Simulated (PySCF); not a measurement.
## Electronic structure of Si2 (triplet) in real space

```xyz
2

Si    0.0000    0.0000   -1.1365
Si    0.0000    0.0000    1.1365
```

Level of theory: PySCF 2.14.0, PBE0/pcseg-1, non-relativistic, at a bond length of 2.273 Å.

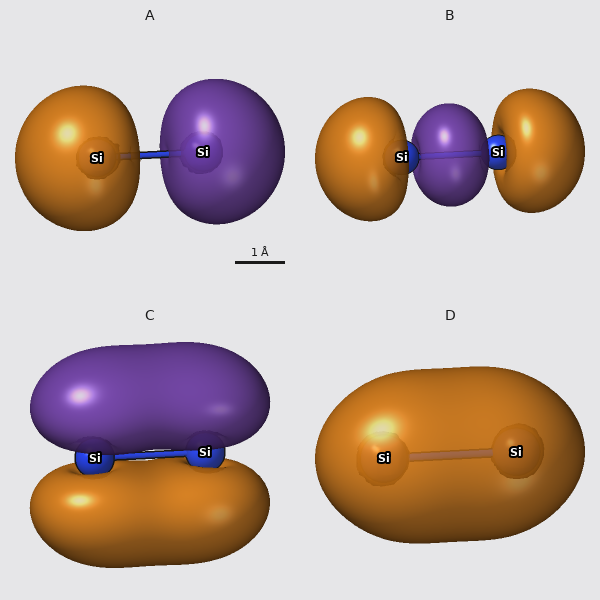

Figure 1. Four frontier β-spin orbitals, each drawn at the value that holds 80 % of its norm (orange and purple are the two phases), in no order; of a degenerate pair one member is drawn.

> Label each orbital by symmetry, say whether it is occupied, and order them by energy.

Orbital D: σg, occupied in this spin, −13.77 eV; with no node between the nuclei.
Orbital A: σu, occupied in this spin, −9.64 eV; antibonding, with a node between the atoms.
Orbital B: σg, occupied in this spin, −5.87 eV; with no node between the nuclei.
Orbital C: πu, empty in this spin, −3.78 eV; with no node between the nuclei, bonding.

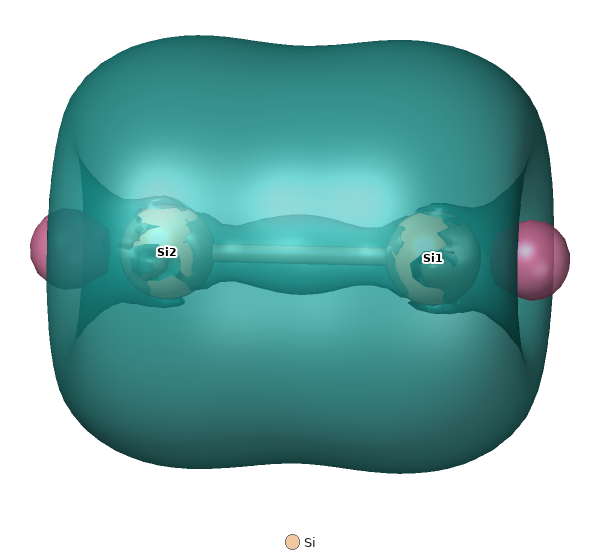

Figure 2. Isosurfaces of the spin density (α minus β) at +0.015 (teal) and −0.015 e/Å³ (pink), seen from one side.

> Describe the spin distribution.

The unpaired spin (2 electrons) lies mostly on Si1 (about 1.0) and Si2 (about 1.0), in electrons by Hirshfeld's partition.

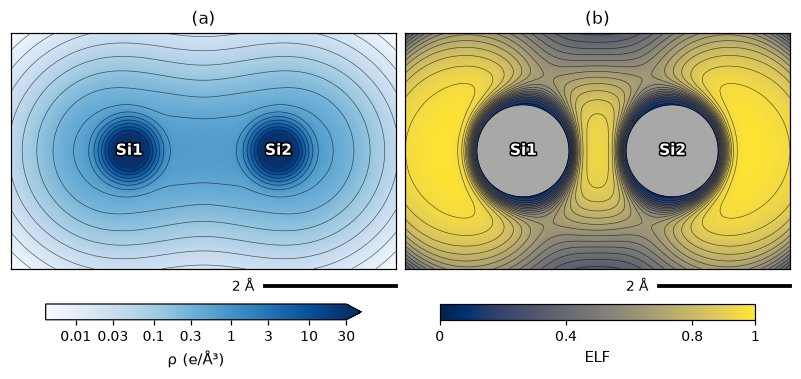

Figure 3. (a) total electron density; (b) ELF on a plane that holds the molecular axis. Grey discs cover the atomic cores in the ELF map.

> Read the bonding off the picture.

- Atoms in the plane: Si.
- Si–Si (2.27 Å): ρ at the midpoint is about 0.67 e/Å³; the ELF peaks at about 0.95 between the atoms, as expected for a covalent bond.
- The ELF also peaks beside Si2 and Si1, away from the bonds: non-bonding electrons, paired or unpaired.

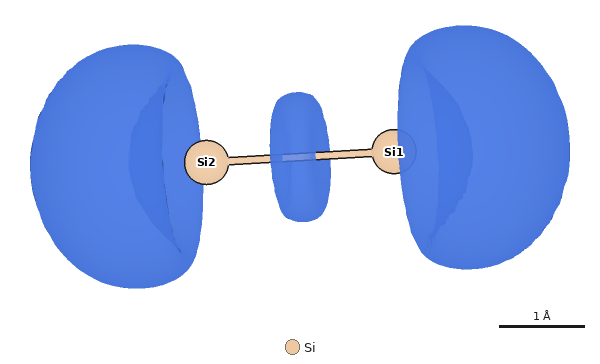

Figure 4. Isosurface of the ELF at 0.85 (blue), seen from one side. Core shells and regions of very low density are left out.

> Describe the localisation domains.

The surface consists of one region between bonded Si–Si atoms (shared pairs) and two lobes on Si, pointing away from the bonds (non-bonding electrons).
